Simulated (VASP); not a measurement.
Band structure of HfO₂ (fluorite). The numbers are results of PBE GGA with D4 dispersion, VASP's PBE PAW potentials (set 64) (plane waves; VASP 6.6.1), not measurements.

Unless said otherwise, spin-orbit coupling is left out, though it shifts the bands of the heavy elements here.

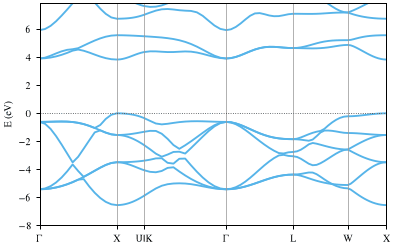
Bands along high-symmetry lines, zero at the valence-band maximum or, without a gap, the Fermi level

Task: Read the plot: is there a gap, and where are the band edges?

Result: The gap is direct, 3.83 eV, from the valence maximum at X to the conduction minimum at X. (Edges off the drawn lines would not show.)

The compound is HfO2 in the fluorite structure, the high-temperature cubic form, which is unstable at 0 K; the monoclinic form is the stable one. It was relaxed first.
